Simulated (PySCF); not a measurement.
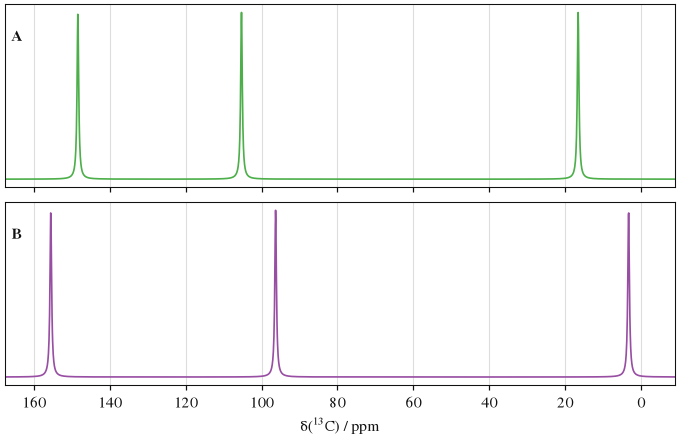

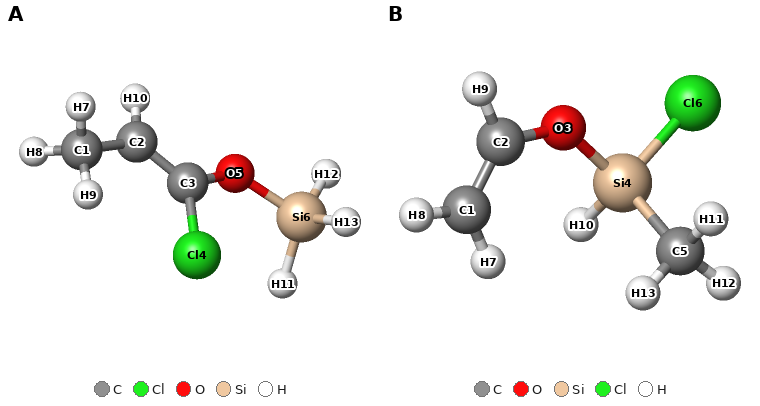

Related molecules: A is C₃H₇ClOSi, SMILES C/C=C(\Cl)O[SiH3]; B is C₃H₇ClOSi, SMILES C=CO[Si@H](C)Cl. GIAO ¹³C shifts against TMS, PBE0/pcSseg-1, PySCF 2.14.0, at a GFN2-xTB geometry (no frequency check); fully decoupled, line heights follow the number of nuclei within a panel, widths are arbitrary (no quadrupolar broadening); values of one conformer, averaged over methyl-type rotors and exact or near symmetry; other conformers aren't averaged in.

Question: Assign the ¹³C signals of each molecule.

Answer: A: 148.4 (C3); 105.3 (C2); 16.6 (C1)
B: 155.5 (C2); 96.3 (C1); 3.3 (C5)

Limits of at least one run: the tight-binding geometry is rougher than a DFT one and adds to the error.
